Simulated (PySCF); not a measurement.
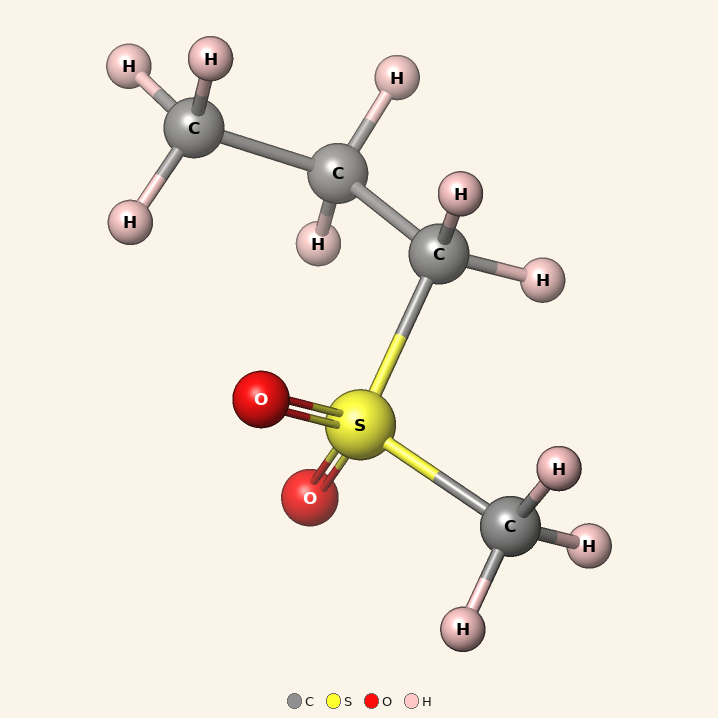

Orthographic view. Atoms fade into the background with distance from the viewer. Computed geometry: PBE0-D3(BJ)/def2-SVP optimisation. No frequency run is at hand to confirm it as a minimum.

Q: Write the InChI string.

A: InChI=1S/C4H10O2S/c1-3-4-7(2,5)6/h3-4H2,1-2H3
